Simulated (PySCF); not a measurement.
# C4H3F3: what the fields show

Input

```
{"job": {"kind": "nmr", "xc": "PBE0", "basis": "pcSseg-1", "pop": false}, "charge": 0, "multiplicity": 1}
C      2.260575     0.537621     0.223167
C      1.187129     0.073980    -0.082478
C     -0.094824    -0.483279    -0.490470
F     -0.109045    -1.848133    -0.328155
C     -1.297462     0.089441     0.291413
F     -2.129174     0.717640    -0.562787
F     -0.923280     0.972888     1.227858
H      3.211425     0.951327     0.506725
H     -0.271819    -0.264442    -1.557795
H     -1.833526    -0.747043     0.772522
```

Command:

```sh
OMP_NUM_THREADS=1 python ens_run.py task.json out
```

Geometry: PBE0-D3(BJ)/def2-SVP.

Theory: PBE0/pcSseg-1, SCF density, gas phase, non-relativistic in PySCF.

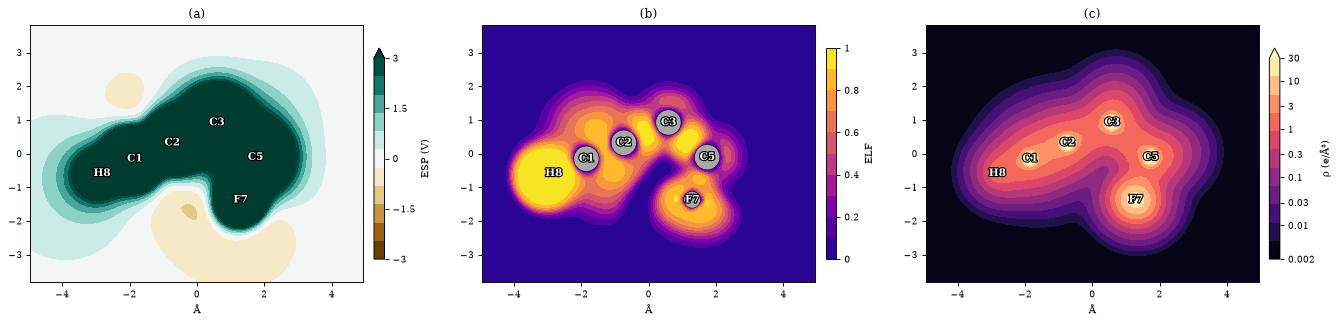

Figure 1. (a) molecular electrostatic potential; (b) ELF; (c) total electron density on the plane of atoms C3, C5 and F7. Grey discs cover the atomic cores in the ELF map.

Question: Describe what can be read from this map.

Answer:
- The section cuts through C, F and H sites.
- C–C (1.21 Å): ρ at the midpoint is about 2.7 e/Å³; the ELF peaks at about 0.85 between the atoms; a multiple bond.
- C–F (1.34 Å): ρ is about 2.3 e/Å³ halfway; the ELF peaks at about 0.85 between the atoms; a shared but strongly polarised pair.
- C–H (1.08 Å): ρ at the midpoint is about 2.1 e/Å³; the ELF climbs to about 1 towards the hydrogen, as it does in any bond to H (an ordinary covalent bond to hydrogen).
- The ELF also peaks beside F7, away from the bonds: lone-pair regions.
- Outside the dense part of the molecule the potential is most negative (−0.9 V) near F7.

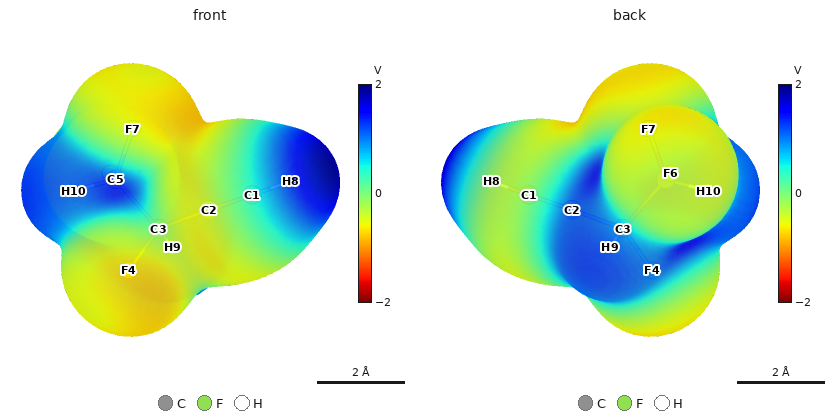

Figure 2. The molecular electrostatic potential painted on the density surface at 0.002 e/bohr³, seen from the front and from behind; red is negative and blue positive.

Question: Describe the electrostatic potential map.

Answer: The most negative region (about −0.8 V, or −18 kcal/mol for a unit charge) lies over C1, C2, F4 and F7, the most positive (about +1.9 V, or +44 kcal/mol for a unit charge) over H8.

Question: What dipole moment does the calculation give?

Answer: Its dipole moment is 0.84 D.
